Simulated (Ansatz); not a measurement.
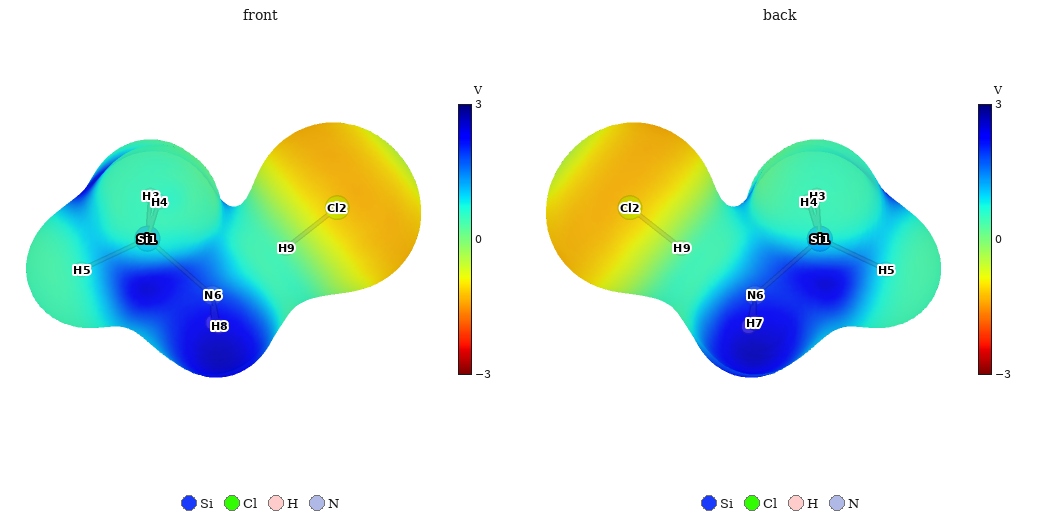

H₅NSi···HCl. The molecular electrostatic potential painted on the density surface at 0.004 e/bohr³, seen from the front and from behind; red is negative and blue positive.

All numbers below come from RKS BLYP/def2-SVP (Ansatz).

```xyz
9

Si   -0.5016   -0.0749   -0.4950
Cl   -0.1760    0.5962    3.4097
H     0.5470   -1.0725   -0.1222
H     0.0374    1.3191   -0.5046
H    -1.0173   -0.4048   -1.8693
N    -1.7492   -0.1360    0.7804
H    -2.1719   -1.0575    0.9522
H    -2.5092    0.5520    0.6997
H    -0.9098    0.2785    2.3241
```

### Where is the surface potential most negative and most positive?

The most negative region (about −1.3 V) lies over Cl2, the most positive (about +2.6 V) over H7 and H8.
